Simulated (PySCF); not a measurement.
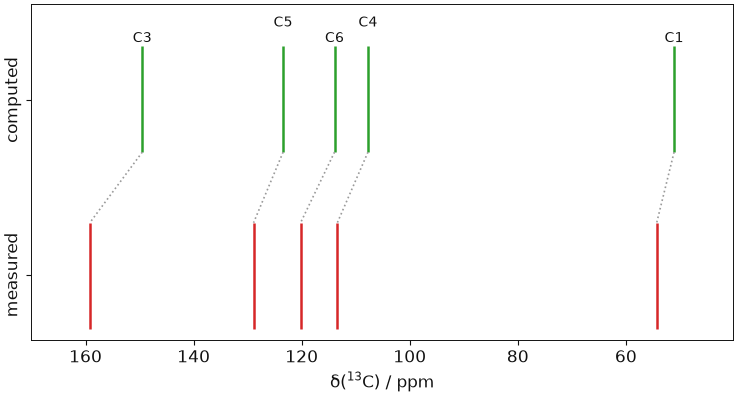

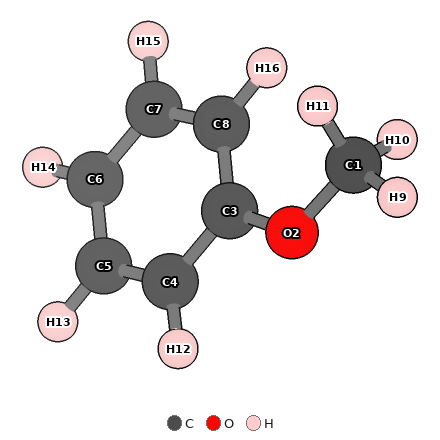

¹³C shifts of C₇H₈O (anisole), SMILES COc1ccccc1 against TMS: GIAO PBE0/6-31G(d) (PySCF) for one gas-phase conformer (PBE0-D3(BJ)/def2-SVP, like atoms averaged; labels name one atom of each set) above, published measurements (CCl4) below; dotted lines join the same nuclei. Only nuclei with a measured value are shown, one named for each set of like atoms.

### Is the order of the signals reproduced?

Yes, no dotted lines cross.

### Give the values.

| nucleus | computed | measured |
| --- | --- | --- |
| C3 | 149.5 | 159.2 |
| C5 | 123.4 | 128.9 |
| C6 | 113.9 | 120.2 |
| C4 | 107.7 | 113.4 |
| C1 | 51.1 | 54.3 |
